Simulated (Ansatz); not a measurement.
How far to go with the SCF threshold: Sb (R-3m, 2 atoms in the cell)

```
Sb
1.0
    3.97713    -2.16578     0.00000
    3.97713     2.16578     0.00000
    2.79774     0.00000     3.56101
Sb
2
Direct
  0.23791   0.23791   0.23791
  0.76650   0.76650   0.76650
```

Method of the run: PBEsol, PAW files made with PBE (plane waves; Ansatz, an electronic-structure program).

Base settings: basis.ecutwfc = 420 eV; kpoints.mp_grid.grid = 9 9 9; hamiltonian.xc = pbesol; hamiltonian.pseudopotentials = {kind: paw} (the program's default PAW files); scf.occupations.method = fermi_dirac; scf.occupations.width = 0.1 eV.

The mesh stays at the base's, so the ladder's end is converged at best in this setting alone.

Only quantities that move along the ladder and can be compared are tabulated.

The count of work is k-points × plane waves × bands × iterations; it is no time. 

The starting cell has typed, rounded lattice constants, without a prior relaxation at this level. Its lattice was rescaled by up to half a per cent. One atom was moved a little off its site on purpose. Ansatz's pressure includes its estimate of the finite-basis (Pulay) stress.

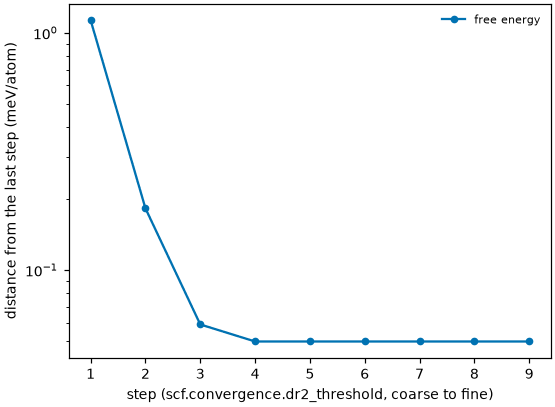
Figure: Distance from the last step along the ladder; very small values are drawn at a floor.

```tsv
scf.convergence.dr2_threshold	free energy less the last step's (meV/atom)	pressure (GPa)	count of work / last
0.1 eV	1.13	-1.36	0.15
0.01 eV	0.18	-1.46	0.23
0.001 eV	0.06	-1.44	0.31
0.0001 eV	0.00	-1.45	0.46
1e-05 eV	0.00	-1.45	0.46
1e-06 eV	0.00	-1.45	0.54
1e-07 eV	0.00	-1.45	0.54
1e-08 eV	0.00	-1.45	0.62
1e-10 eV	0.00	-1.45	0.77
1e-12 eV	0.00	-1.45	1.0
```

Coarsest scf.convergence.dr2_threshold that holds the free energy within 0.5 meV/atom of the last step, with all finer ones: 0.01 eV, at 0.23 of the last step's count of work; the step before is off by 1.1 meV/atom.

Coarsest scf.convergence.dr2_threshold that holds the pressure within 0.05 GPa of the last step, with all finer ones: 0.01 eV, at 0.23 of the last step's count of work; the step before is off by 0.09 GPa.

Keys are those of Ansatz 0.2.
